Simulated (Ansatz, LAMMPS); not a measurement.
# A frame of liquid (Cs,Na,K)(Cl,F) from 1300 K (64 atoms): geometry optimisation, part 3 of 4

How does a frame of liquid (Cs,Na,K)(Cl,F) from 1300 K (64 atoms) relax, and what do bonds, charges and levels look like afterwards?

Ansatz 0.2.0; Kohn-Sham DFT, RPBE, PAW (set soft_2), plane waves.

The cell: 8 Cs, 18 Na, 6 K, 9 Cl and 23 F. The starting topology of bonds comes from the classical model. The ion parameters were fitted for water, not for melts. Only the Γ point is sampled, in a cell whose shortest periodic width is 12 Å. Spin–orbit coupling is left out.

So far. Step 4 (Cell and atoms relaxed): The relaxation changed the energy by -151 meV/atom, and atoms moved by 1.1 Å r.m.s., 2.2 Å at most.

## Step 5: Structure statistics after relaxation

Bonds before and after, by the cutoffs listed below:

| pair | bonds before | bonds after | mean before (Å) | mean after (Å) | spread before (Å) | spread after (Å) |
| --- | --- | --- | --- | --- | --- | --- |
| F-Na | 46 | 55 | 2.414 | 2.298 | 0.132 | 0.073 |
| F-Cs | 26 | 24 | 3.000 | 3.089 | 0.251 | 0.149 |
| F-K | 19 | 19 | 2.808 | 2.734 | 0.259 | 0.150 |
| Na-Cl | 16 | 18 | 2.915 | 2.835 | 0.130 | 0.103 |
| Cl-Cs | 17 | 19 | 3.642 | 3.642 | 0.406 | 0.146 |
| Cl-K | 7 | 7 | 3.039 | 3.171 | 0.196 | 0.129 |

Density 2.23 g/cm³, 28.75 Å³ an atom.

Pair distribution functions g(r), in bins of 0.2 Å:

| r (Å) | total | F-F | F-Na | F-Cl | F-Cs | F-K | Na-Na |
| --- | --- | --- | --- | --- | --- | --- | --- |
| 2.10 | 0.08 | 0.00 | 0.37 | 0.00 | 0.00 | 0.00 | 0.00 |
| 2.30 | 3.35 | 0.00 | 16.55 | 0.00 | 0.00 | 0.00 | 0.00 |
| 2.50 | 0.57 | 0.00 | 1.47 | 0.00 | 0.00 | 4.04 | 0.00 |
| 2.70 | 0.82 | 0.00 | 0.00 | 0.00 | 0.00 | 5.86 | 0.00 |
| 2.90 | 0.89 | 0.00 | 0.22 | 0.00 | 3.24 | 2.59 | 1.04 |
| 3.10 | 1.05 | 0.88 | 0.00 | 0.00 | 4.62 | 1.14 | 2.31 |
| 3.30 | 0.96 | 3.04 | 0.00 | 0.00 | 1.88 | 0.00 | 2.13 |
| 3.50 | 1.04 | 1.33 | 0.29 | 0.56 | 0.32 | 1.29 | 2.55 |
| 3.70 | 1.30 | 2.61 | 0.00 | 2.58 | 0.29 | 0.37 | 0.99 |
| 3.90 | 1.00 | 1.26 | 0.58 | 1.61 | 0.26 | 0.00 | 2.35 |
| 4.10 | 1.08 | 1.98 | 0.53 | 3.37 | 0.25 | 0.30 | 0.81 |
| 4.30 | 0.89 | 0.61 | 0.49 | 1.92 | 0.64 | 0.00 | 0.75 |
| 4.50 | 0.97 | 0.81 | 0.96 | 1.24 | 0.79 | 0.26 | 1.14 |
| 4.70 | 0.97 | 1.25 | 1.27 | 1.12 | 0.54 | 0.73 | 0.41 |
| 4.90 | 1.04 | 0.70 | 1.19 | 0.60 | 0.67 | 2.20 | 0.19 |
| 5.10 | 1.00 | 0.42 | 1.76 | 1.22 | 0.92 | 1.21 | 0.35 |
| 5.30 | 0.93 | 0.39 | 1.45 | 0.77 | 1.13 | 0.76 | 0.64 |
| 5.50 | 1.10 | 0.73 | 1.11 | 0.69 | 1.43 | 1.41 | 0.59 |
| 5.70 | 0.81 | 0.68 | 0.98 | 0.65 | 1.11 | 0.80 | 0.56 |

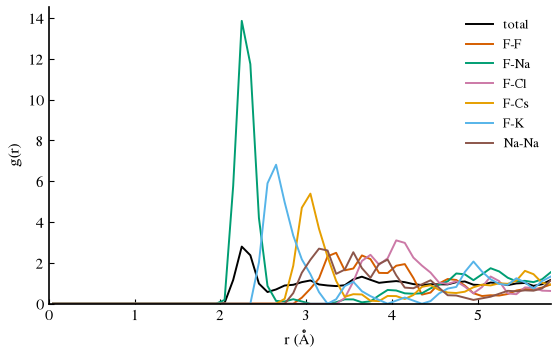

Pair distribution functions, lightly smoothed.

Bonds by pair of elements; cutoffs follow the first minimum of g(r), held within bounds set by covalent radii, and pairs that aren't listed don't count as bonded:

| pair A-B | cutoff (Å) | bonds | mean length (Å) | spread (Å) | shortest (Å) | B about A | A about B |
| --- | --- | --- | --- | --- | --- | --- | --- |
| F-Na | 2.68 | 55 | 2.30 | 0.073 | 2.17 | 2.39 | 3.06 |
| F-Cs | 3.52 | 24 | 3.09 | 0.149 | 2.85 | 1.04 | 3 |
| F-K | 3.27 | 19 | 2.73 | 0.15 | 2.54 | 0.826 | 3.17 |
| Na-Cl | 3.18 | 18 | 2.83 | 0.103 | 2.71 | 1 | 2 |
| Cl-Cs | 4.33 | 19 | 3.64 | 0.146 | 3.43 | 2.11 | 2.38 |
| Cl-K | 3.57 | 7 | 3.17 | 0.129 | 3.03 | 0.778 | 1.17 |

How many atoms have how many bonded neighbours:

| element | mean | 3 | 4 | 5 | 6 | 7 |
| --- | --- | --- | --- | --- | --- | --- |
| Cl | 4.89 | 1 | 2 | 4 | 1 | 1 |
| Cs | 5.38 | 0 | 0 | 5 | 3 | 0 |
| F | 4.26 | 0 | 18 | 4 | 1 | 0 |
| K | 4.33 | 0 | 4 | 2 | 0 | 0 |
| Na | 4.06 | 2 | 13 | 3 | 0 | 0 |

Bond angles, per cent of each kind in bins of 5°:

| angle (°) | F-Na-F | Cl-Cs-F | Na-F-Na | Cs-F-Na | Cl-Na-F |
| --- | --- | --- | --- | --- | --- |
| 60–65 | 0.0 | 3.9 | 0.0 | 0.0 | 0.0 |
| 65–70 | 0.0 | 3.9 | 0.0 | 0.0 | 0.0 |
| 70–75 | 0.0 | 19.6 | 2.0 | 2.1 | 0.0 |
| 75–80 | 1.6 | 7.8 | 4.1 | 2.1 | 0.0 |
| 80–85 | 12.5 | 9.8 | 24.5 | 8.3 | 2.2 |
| 85–90 | 10.9 | 2.0 | 6.1 | 8.3 | 13.3 |
| 90–95 | 12.5 | 7.8 | 10.2 | 6.2 | 11.1 |
| 95–100 | 7.8 | 5.9 | 8.2 | 8.3 | 22.2 |
| 100–105 | 4.7 | 5.9 | 4.1 | 8.3 | 8.9 |
| 105–110 | 7.8 | 2.0 | 6.1 | 14.6 | 15.6 |
| 110–115 | 6.2 | 2.0 | 2.0 | 4.2 | 2.2 |
| 115–120 | 9.4 | 3.9 | 6.1 | 8.3 | 8.9 |
| 120–125 | 4.7 | 2.0 | 4.1 | 6.2 | 2.2 |
| 125–130 | 3.1 | 3.9 | 6.1 | 4.2 | 4.4 |
| 130–135 | 6.2 | 2.0 | 2.0 | 6.2 | 0.0 |
| 135–140 | 1.6 | 0.0 | 0.0 | 0.0 | 0.0 |
| 140–145 | 0.0 | 0.0 | 2.0 | 2.1 | 0.0 |
| 145–150 | 1.6 | 5.9 | 2.0 | 0.0 | 4.4 |
| 150–155 | 3.1 | 5.9 | 0.0 | 2.1 | 0.0 |
| 155–160 | 1.6 | 2.0 | 2.0 | 6.2 | 2.2 |
| 160–165 | 1.6 | 3.9 | 2.0 | 0.0 | 0.0 |
| 165–170 | 3.1 | 0.0 | 4.1 | 2.1 | 2.2 |
| 170–175 | 0.0 | 0.0 | 2.0 | 0.0 | 0.0 |

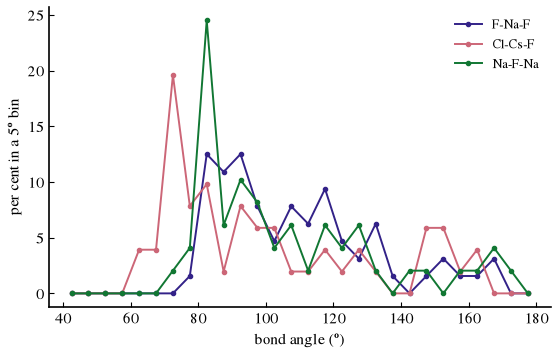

Distributions of the most common bond angles.

Bond angles (no mean is given where the spread exceeds 20°):

| angle | count | mean (°) | spread (°) |
| --- | --- | --- | --- |
| F-Na-F | 64 | - | - |
| Cl-Cs-F | 51 | - | - |
| Na-F-Na | 49 | - | - |
| Cs-F-Na | 48 | - | - |
| Cl-Na-F | 45 | 106 | 18.4 |

Bond length by coordination (bonds to H left out):

| element | coordination | atoms | mean bond length (Å) |
| --- | --- | --- | --- |
| Cl | 3 | 1 | 2.79 |
| Cl | 4 | 2 | 3.17 |
| Cl | 5 | 4 | 3.25 |
| Cl | 6 | 1 | 3.29 |
| Cl | 7 | 1 | 3.41 |
| Cs | 5 | 5 | 3.32 |
| Cs | 6 | 3 | 3.36 |
| F | 4 | 18 | 2.58 |
| F | 5 | 4 | 2.58 |
| F | 6 | 1 | 2.49 |
| K | 4 | 4 | 2.84 |
| K | 5 | 2 | 2.86 |
| Na | 3 | 2 | 2.34 |
| Na | 4 | 13 | 2.44 |
| Na | 5 | 3 | 2.44 |

For some of the pairs, g(r) has its first main peak near 2.3 Å (F-Na), 3.0 Å (F-Cs) and 2.7 Å (F-K). Counting bonds as in the table, 44 % of Cl atoms have 5, 62 % of Cs atoms have 5, 78 % of F atoms have 4 and 67 % of K atoms have 4 bonded neighbours.

## Step 6: Single point at the relaxed geometry

The electronic structure is read at the final geometry, in a run of its own.

The input, input.yaml:

```yaml
crystal:
  lattice:
    - [11.7407, 0.01183, -0.48247]
    - [0.01183, 12.53111, -0.50288]
    - [-0.48247, -0.50288, 12.54721]
  atoms:
    - { symbol: Cs, position: [0.71559, 0.3833, 0.76735] }
    - { symbol: Cs, position: [0.0495, 0.65501, 0.59032] }
    - { symbol: Cs, position: [0.09653, 0.30863, 0.61306] }
    - { symbol: Cs, position: [0.37597, 0.82196, 0.86826] }
    - { symbol: Cs, position: [0.11547, 0.09114, 0.95182] }
    - { symbol: Cs, position: [0.78383, 0.7231, 0.95534] }
    - { symbol: Cs, position: [0.51785, 0.18696, 0.18827] }
    - { symbol: Cs, position: [0.96469, 0.87788, 0.34271] }
    - { symbol: Na, position: [0.95135, 0.38865, 0.04848] }
    - { symbol: Na, position: [0.7842, 0.43487, 0.30205] }
    - { symbol: Na, position: [0.20251, 0.04092, 0.58506] }
    - { symbol: Na, position: [0.44775, 0.17188, 0.51252] }
    - { symbol: Na, position: [0.10893, 0.87536, 0.09344] }
    - { symbol: Na, position: [0.35261, 0.8107, 0.16608] }
    - { symbol: Na, position: [0.40351, 0.18874, 0.76019] }
    - { symbol: Na, position: [0.70506, 0.63344, 0.49561] }
    - { symbol: Na, position: [0.60179, 0.90163, 0.15531] }
    - { symbol: Na, position: [0.09111, 0.58032, 0.90496] }
    - { symbol: Na, position: [0.5765, 0.72868, 0.29711] }
    - { symbol: Na, position: [0.76293, 0.21174, 0.42717] }
    - { symbol: Na, position: [0.19592, 0.61079, 0.21332] }
    - { symbol: Na, position: [0.44792, 0.50735, 0.34656] }
    - { symbol: Na, position: [0.64572, 0.81749, 0.65593] }
    - { symbol: Na, position: [0.61226, 0.94504, 0.41416] }
    - { symbol: Na, position: [0.83142, 0.11389, 0.13297] }
    - { symbol: Na, position: [0.68628, 0.04474, 0.89249] }
    - { symbol: K, position: [0.46078, 0.54549, 0.08906] }
    - { symbol: K, position: [0.91741, 0.9196, 0.69553] }
    - { symbol: K, position: [0.3359, 0.80417, 0.43362] }
    - { symbol: K, position: [0.24228, 0.37611, 0.96686] }
    - { symbol: K, position: [0.19169, 0.30783, 0.28905] }
    - { symbol: K, position: [0.38118, 0.47289, 0.69513] }
    - { symbol: Cl, position: [0.06351, 0.79225, 0.86983] }
    - { symbol: Cl, position: [0.26611, 0.51554, 0.46945] }
    - { symbol: Cl, position: [0.91953, 0.09256, 0.53578] }
    - { symbol: Cl, position: [0.97793, 0.52151, 0.23874] }
    - { symbol: Cl, position: [0.48917, 0.31965, 0.93516] }
    - { symbol: Cl, position: [0.8437, 0.20377, 0.93063] }
    - { symbol: Cl, position: [0.47088, 0.99515, 0.66525] }
    - { symbol: Cl, position: [0.8216, 0.4273, 0.52249] }
    - { symbol: Cl, position: [0.57367, 0.63561, 0.748] }
    - { symbol: F, position: [0.52494, 0.74764, 0.07572] }
    - { symbol: F, position: [0.63513, 0.55202, 0.32881] }
    - { symbol: F, position: [0.5955, 0.12768, 0.41653] }
    - { symbol: F, position: [0.82439, 0.75423, 0.58563] }
    - { symbol: F, position: [0.74, 0.9008, 0.80314] }
    - { symbol: F, position: [0.23446, 0.57459, 0.03901] }
    - { symbol: F, position: [0.97233, 0.99151, 0.13133] }
    - { symbol: F, position: [0.47907, 0.2947, 0.6498] }
    - { symbol: F, position: [0.18383, 0.47638, 0.78312] }
    - { symbol: F, position: [0.15493, 0.86612, 0.54763] }
    - { symbol: F, position: [0.57292, 0.77413, 0.48215] }
    - { symbol: F, position: [0.39144, 0.65431, 0.26379] }
    - { symbol: F, position: [0.47082, 0.90278, 0.28586] }
    - { symbol: F, position: [0.7211, 0.85254, 0.28923] }
    - { symbol: F, position: [0.65983, 0.03026, 0.06311] }
    - { symbol: F, position: [0.77441, 0.25382, 0.25511] }
    - { symbol: F, position: [0.21604, 0.14925, 0.7481] }
    - { symbol: F, position: [0.91816, 0.51098, 0.92739] }
    - { symbol: F, position: [0.28074, 0.93045, 0.04883] }
    - { symbol: F, position: [0.17315, 0.78933, 0.23383] }
    - { symbol: F, position: [0.10969, 0.29049, 0.08564] }
    - { symbol: F, position: [0.2558, 0.16791, 0.47284] }
    - { symbol: F, position: [0.38259, 0.38347, 0.22046] }
kpoints:
  mp_grid: { grid: [1, 1, 1] }
hamiltonian:
  xc: rpbe
scf:
  occupations: { method: fixed }
output:
  forces: true
  stress: true
  populations: true
  dos:
    method: { smearing: { sigma: 0.1 } }
    de: 0.1
    projected: { site_lists: { Cl: [Cl], Cs: [Cs], F: [F], K: [K], Na: [Na] } }
  eigenvalues: true
  write_density: true
  write_potential: true
  volumetric_format: npy
  elf: true
```

Run with:

```console
ansatz run input.yaml --threads 4 --pin off --max-ram 8192MiB --backend cpu --events-out ev --progress --plain --runs-dir out
```

Numbers of over 12 decimals in the logs are rounded to 6 here.

Output:

```text
[...]
Crystal: 64 atoms, lattice volume = 1840.114 Å³
Basis set: ecut = 420 eV, 35953 PW (Γ), exchange–correlation on 160×180×180 points (8 copies of the dense FFT grid, shifted against one another)
Bands: 320, of which v1, the nominal top of the filled ones, is band 256 counted from 1 (255 counted from 0)
Symmetry: 1 space group operations
[...]
k-points: 1
[...]
SCF iter   1: F=—  HF=-109977.621468 eV  |F-HF|=—  |Δ(HF+E_count)|=         —  Δρ=3.45e-3  dr2=2.36e-1  ethr=1.77e-3  ⟨swp⟩=5.0  Hψ=1148  notcnv=0  defer=60
[...]
SCF iter   9: F=-109977.563028 eV  HF=-109977.563028 eV  |F-HF|=4.07e-10  |Δ(HF+E_count)|=   7.49e-9  Δρ=8.54e-7  dr2=1.36e-8  ethr=1.95e-11  ⟨swp⟩=22.0  Hψ=2881  notcnv=0
SCF 1 converged in 9 iterations: F = -109977.563028 eV  dr2 = 1.36e-8
[...]
WARN: The input density's exchange-correlation potential varies sharply where the density is thin. Do not read a vacuum level from v_tot or v_xc, or from such a field of the output density. On a cell that repeats whose density bears no net charge and no dipole along the vacuum's axis use v_es (v_loc + v_h of the components); [...]
SCF converged after 9 iterations
Free energy (F): -109977.563028 eV
[...]
Internal energy: -109977.563028 eV  (E = F + TS)
E sigma→0 (E₀):  -109977.563028 eV
Fermi energy:    -0.124562 eV
[...]
--- Forces (eV/Å), atoms counted from 1 ---
  atom   1  Cs     0.00630497     0.00921111     0.00226459
  atom   2  Cs     0.01143374    -0.02177492     0.00746618
  atom   3  Cs    -0.00233170     0.01099943     0.00166847
  atom   4  Cs     0.00108589    -0.00712732     0.00134689
  atom   5  Cs    -0.00648778    -0.00488847     0.01387674
  atom   6  Cs     0.01049927    -0.00480831    -0.00755543
  atom   7  Cs    -0.02569023     0.03362500     0.00757461
  atom   8  Cs     0.01513314     0.00345798    -0.01025030
  atom   9  Na    -0.00846460     0.00094774    -0.00548986
  atom  10  Na    -0.00252052    -0.00077312     0.00814624
  atom  11  Na     0.00499810    -0.00911116    -0.01119432
  atom  12  Na     0.00023478     0.00833781    -0.00404841
  atom  13  Na     0.01199887    -0.00715082    -0.00955618
  atom  14  Na    -0.02242611     0.00230187    -0.00837296
[...]
atom  63  F      0.00403300    -0.01440581     0.00485724
  atom  64  F      0.01083540    -0.01205067    -0.00236672
  max |Σ_I F_I| component: 6.02e-5 eV/Å
--- Stress (GPa, compression-positive) ---
        0.027944       0.005687      -0.013776
        0.005687      -0.007086      -0.005041
       -0.013776      -0.005041       0.034578
  P = ⅓ Tr σ = 0.0185 GPa (0.185 kbar)
--- Band table (eV) ---
[...]
--- Löwdin populations: 64 sites ---
  site symbol       q [e]
     0     Cs      8.1331
     1     Cs      8.1040
     2     Cs      8.0996
[...]
63      F      7.7946
  spilling = 0.003787 (of n_electrons = 512.000000)
```

It took 26 s on 4 threads of Arm Neoverse V1, shared host; peak memory 2.1 GiB.

The program notes that the exchange-correlation potential is rough where the density is thin.

Numbers from this run:

```yaml
free_energy: -109977.5630 eV
free_energy_per_atom: -1718.3994 eV/atom
scf_cycles: 9
pressure: 0.01848 GPa
r_m_s_force_component: 0.00993 eV/Å
longest_force: 0.04299 eV/Å
fermi_energy: -0.1246 eV
spacing_of_highest_filled_and_lowest_empty_level: 4.462 eV
spilling_of_the_projection: 0.003787
```

Löwdin charges by element and coordination (they lack the spilled electrons, 0.030 e an atom on average):

| element | coordination | atoms | mean charge (e) | spread | least | most |
| --- | --- | --- | --- | --- | --- | --- |
| Cl | all | 9 | -0.715 | 0.0101 | -0.729 | -0.697 |
| Cl | 3 | 1 | -0.704 | 0 | -0.704 | -0.704 |
| Cl | 4 | 2 | -0.713 | 0.0157 | -0.729 | -0.697 |
| Cl | 5 | 4 | -0.720 | 0.0067 | -0.729 | -0.710 |
| Cl | 6 | 1 | -0.714 | 0 | -0.714 | -0.714 |
| Cl | 7 | 1 | -0.715 | 0 | -0.715 | -0.715 |
| Cs | all | 8 | 0.903 | 0.0194 | 0.867 | 0.933 |
| Cs | 5 | 5 | 0.905 | 0.0127 | 0.892 | 0.927 |
| Cs | 6 | 3 | 0.9 | 0.0268 | 0.867 | 0.933 |
| F | all | 23 | -0.788 | 0.006 | -0.797 | -0.776 |
| F | 4 | 18 | -0.790 | 0.0052 | -0.797 | -0.776 |
| F | 5 | 4 | -0.782 | 0.0031 | -0.785 | -0.778 |
| F | 6 | 1 | -0.780 | 0 | -0.780 | -0.780 |
| K | all | 6 | 0.838 | 0.0162 | 0.811 | 0.856 |
| K | 4 | 4 | 0.831 | 0.0147 | 0.811 | 0.848 |
| K | 5 | 2 | 0.854 | 0.0024 | 0.851 | 0.856 |
| Na | all | 18 | 0.792 | 0.0124 | 0.766 | 0.811 |
| Na | 3 | 2 | 0.794 | 0.0028 | 0.791 | 0.796 |
| Na | 4 | 13 | 0.791 | 0.0131 | 0.766 | 0.811 |
| Na | 5 | 3 | 0.795 | 0.0126 | 0.777 | 0.804 |

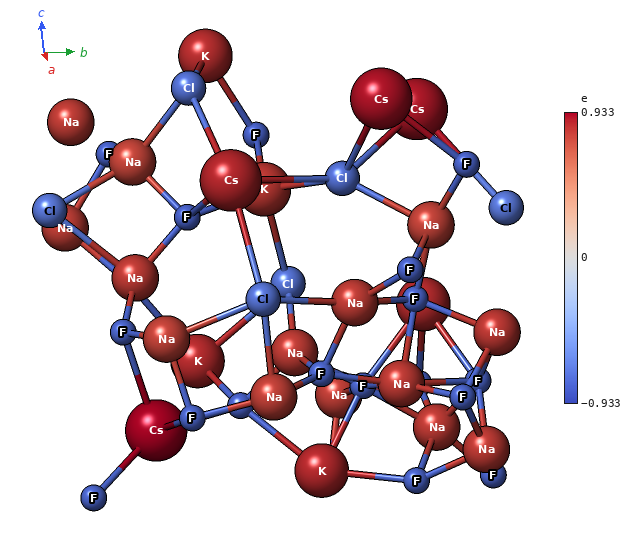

Atoms coloured by Löwdin charge. Drawn is a slice 8 Å thick, seen along the normal of the bc plane. Bonds to atoms that aren't drawn are left out.

[end of part 3 of 4]

[Logs are printed without paths, hosts, clocks, repeated set-up lines and the standing remarks that a program may print on its own settings, such as how far it seeks lower states.]

[Hosts, paths, dates, database ids (printed as entryN), source tags and the programs' standing remarks are cut or masked in the printed files.]
